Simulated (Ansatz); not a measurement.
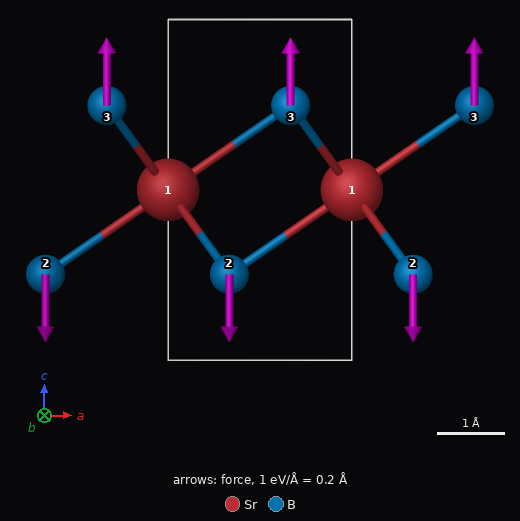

Starting geometry of crystalline SrB$_{2}$ (a generated structure, set up in P-3m1) (coarse preliminary run) with the computed forces as purple arrows. The picture is a ball-and-stick view of the cell of the calculation, seen along the b axis.

Computed with DFT PBE, scalar-relativistic, plane waves, PAW (Ansatz 0.2.0). Settings: plane-wave cutoff 420 eV; k-point mesh 6 × 6 × 4; occupations gaussian; smearing width 0.1 eV; no spin polarisation; cell and atoms relaxed; force threshold 0.04 eV/Å; at most 70 steps.

Question: Is this structure relaxed? If not, where do the atoms go?

Answer: It isn't relaxed: the largest force vector, on B atoms, is 5.14 eV/Å. The atoms end up moving mostly along the starting forces (cosine between the two patterns 1.00). The largest moves relative to the cell, 1.11 Å, are those of B2 and B3. B3 goes along +c. Sr stays in place. Cell: a = b 3.197 → 3.304 Å (+3.4 %), c 5.131 → 4.411 Å (−14.0 %). Volume −8.2 %. Near-neighbour distances that change, for instance: Sr1–B2 4.278 → 2.916 Å, B2–B3 3.178 → 1.908 Å, Sr1–B2 (another image) 2.242 → 2.916 Å, Sr1–Sr1 3.197 → 3.304 Å. New bonds form: Sr1–B2 (4.28 → 2.92 Å), Sr1–B3 (4.28 → 2.92 Å). Bond angles that change, for instance: B2–Sr1–B2 91.0° → 69.0°, Sr1–B3–Sr1 91.0° → 69.0°, B2–Sr1–B3 89.0° → 111.0°. The space group (tolerance 0.01 Å) goes from P-3m1 (No. 164) to P6/mmm (No. 191). After 10 accepted moves (11 points after the start) the energy has fallen by 3647 meV per atom. The largest force component goes from 5.1 to 0.00034 eV/Å. The pressure goes from 42.21 to −0.18 GPa. At 1 point the geometry stayed and the basis and grid were re-selected for the new cell (energy shift of 0.1 meV per atom at most each time).
